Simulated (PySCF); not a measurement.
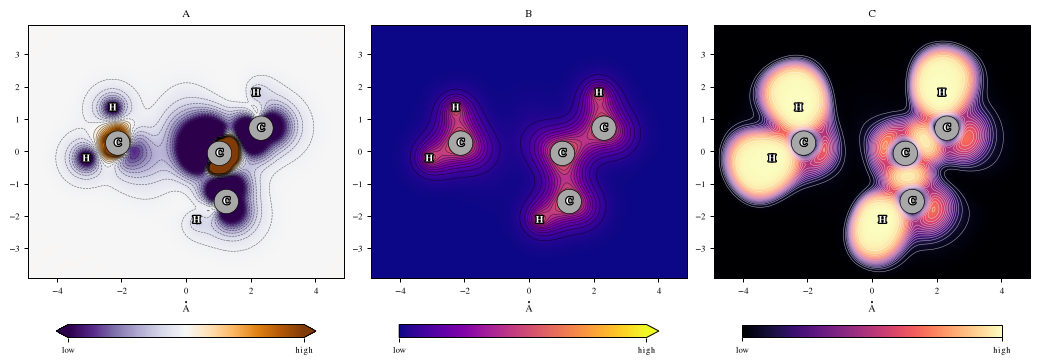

C$_{8}$H$_{16}$ (charge +1, doublet): 3 fields on the plane of atoms C1, C2 and C3, with unlabelled colour scales. Grey discs cover the atomic cores.

Geometry: PBE0-D3(BJ)/def2-SVP.

Theory: DFT single point, gas phase, functional wB97X (PySCF 2.14.0, density-fitted response routines).

| atom | x (Å) | y (Å) | z (Å) |
| --- | --- | --- | --- |
| C | -1.3583 | -1.1665 | -0.6687 |
| C | -0.9440 | 0.0828 | 0.0591 |
| C | -2.1099 | 0.8959 | 0.5477 |
| C | 0.0674 | 1.0109 | -0.8089 |
| C | 1.3384 | 0.3653 | -1.2290 |
| C | 2.2169 | -0.0039 | -0.0271 |
| C | 1.3624 | -0.8809 | 0.8967 |
| C | 0.0903 | -0.2123 | 1.2759 |
| H | -1.9924 | -0.9088 | -1.5324 |
| H | -0.5159 | -1.7699 | -1.0286 |
| H | -1.9802 | -1.7976 | -0.0135 |
| H | -2.7611 | 1.1805 | -0.2948 |
| H | -1.7956 | 1.8090 | 1.0721 |
| H | -2.7383 | 0.2985 | 1.2282 |
| H | 0.2266 | 1.9474 | -0.2566 |
| H | -0.6228 | 1.2023 | -1.6577 |
| H | 1.9105 | 1.1031 | -1.8308 |
| H | 1.1621 | -0.5025 | -1.8817 |
| H | 2.5310 | 0.9085 | 0.5041 |
| H | 3.1259 | -0.5308 | -0.3464 |
| H | 1.9519 | -1.0393 | 1.8247 |
| H | 1.1893 | -1.8763 | 0.4614 |
| H | -0.5835 | -0.8674 | 1.8679 |
| H | 0.2489 | 0.7281 | 1.8218 |

The panels show electron density, electron localisation function and spin density in some order. Assign them.

Panel A: spin density (confined to the atoms that carry the unpaired spin). Panel B: electron density. Panel C: electron localisation function. From the grid: C–C (1.50 Å): ρ at the midpoint is about 1.7 e/Å³; the ELF peaks at about 0.95 between the atoms: a shared electron pair. C–H (1.10 Å): ρ is about 1.9 e/Å³ halfway; the ELF climbs to about 1 towards the hydrogen, as it does in any bond to H: a covalent bond by its length.
